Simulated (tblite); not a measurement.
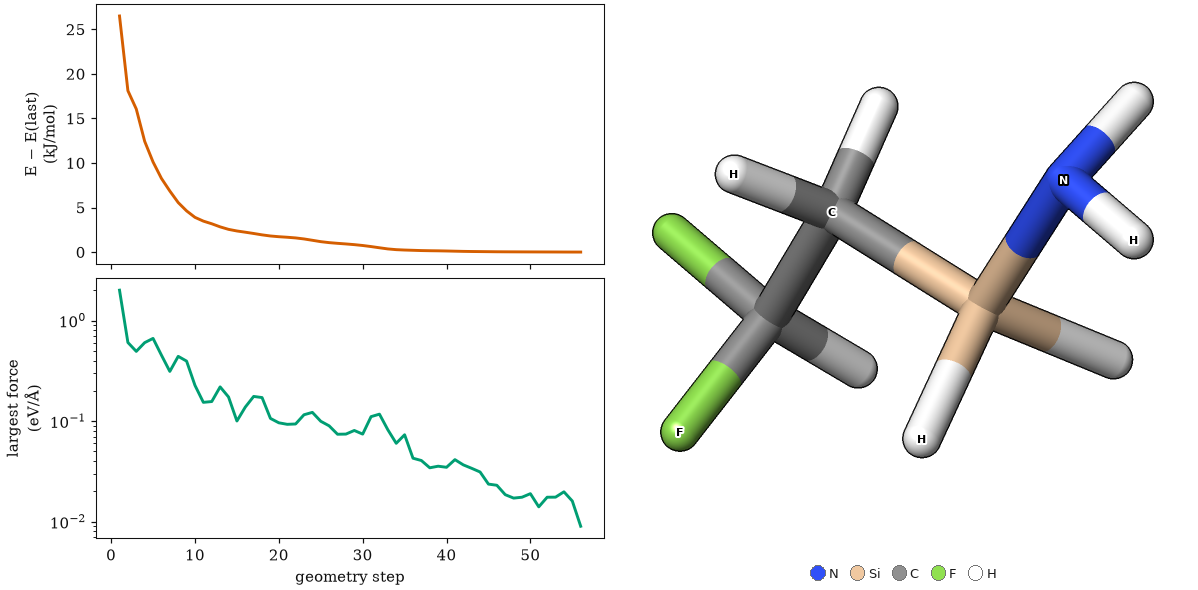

Beside the plot: the molecule at the start.

History of a geometry optimisation.

- system: C2H7F2NSi (SMILES N[SiH2]CC(F)F)
- method: tblite, GFN2-xTB geometry optimisation, gas phase

Q: How did the optimisation end?

A: The optimisation met its thresholds at geometry 56, counting the start as the first. The energy fell by about 26 kJ/mol from the first step to the last. The largest force goes from about 2 eV/Å at the start to 9 × 10⁻³ eV/Å at the end.
